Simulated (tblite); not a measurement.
# C3H7F3SSi2: the cost of one run

The runs use tblite 0.8.0 and PySCF 2.14.0, with density-fitted response routines of our own; the level of theory stands in each step. All values are computed, except where a source is named. Atoms are numbered from 0 throughout.

### Step 1. The starting structure

16 atoms, charge 0, multiplicity 1; geometry from: force field or distance geometry start.

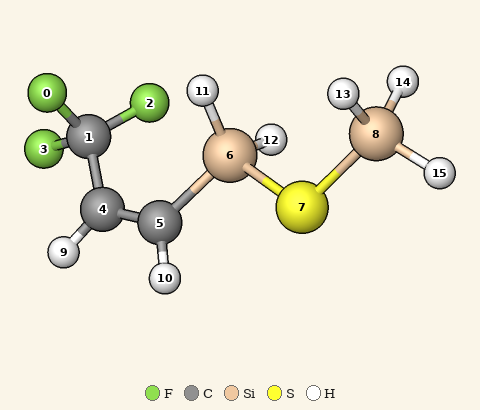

As it starts; fluorine green, carbon grey, silicon light orange, sulfur yellow, hydrogen white, atoms numbered; sticks join atoms by distance.

### Step 2. Relaxing the molecule with GFN2-xTB

What the job is given:

```
{"job": {"kind": "relax", "xc": "GFN2-xTB", "basis": "xTB"}, "charge": 0, "multiplicity": 1}
F     -2.935900     1.671800     0.103000
C     -2.841000     0.303800    -0.136500
F     -2.181900     0.000700    -1.298600
F     -4.164400    -0.105400    -0.315000
C     -2.341000    -0.434900     1.061100
C     -1.072500    -0.671000     1.249000
Si     0.256200    -0.132800     0.107600
S      2.122600    -0.615400     1.102200
Si     3.811800     0.249000     0.153000
H     -3.064000    -0.788800     1.788200
H     -0.809600    -1.229200     2.167100
H      0.293500     1.307700    -0.124700
H      0.186900    -0.910100    -1.109900
H      4.009500     1.657300     0.551500
H      3.679700     0.187000    -1.297400
H      5.042500    -0.480800     0.523000
```

The run is started by

```sh
> OMP_NUM_THREADS=1 python probes_run.py task.json out
```

This one command runs all jobs of the session in turn.

**Question.** How long does this first job take on 1 thread of Intel Xeon 6975P-C, shared host, and how much memory does it need?

About 1.1 s, with a peak of 0.18 GiB.
